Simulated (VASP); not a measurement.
Here is the system:

```yaml
crystal:
  lattice:
    - [0.00000, 2.69680, 2.69680]
    - [2.69680, 0.00000, 2.69680]
    - [2.69680, 2.69680, 0.00000]
  atoms:
    - { symbol: Ga, position: [0.00000, 0.00000, 0.00000] }
    - { symbol: P, position: [0.25000, 0.25000, 0.25000] }
```

All values below come from LDA (Ceperley-Alder, Perdew-Zunger), VASP's LDA PAW potentials (set 64) (plane waves; VASP 6.6.1). Numerical set-up: 520 eV cut-off, 10×10×10 Γ-centred mesh, tetrahedra with Blöchl corrections, potentials Ga_d P.

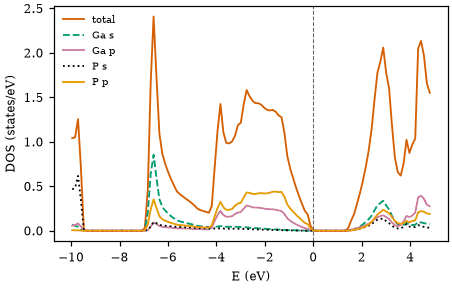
Figure: Total and projected density of states, zero at the valence-band maximum

Within 2 eV below the valence-band maximum the largest weight inside VASP's projection spheres is P p, then Ga p.

It has a band gap.

The compound is GaP in the zinc blende structure. It was relaxed first.
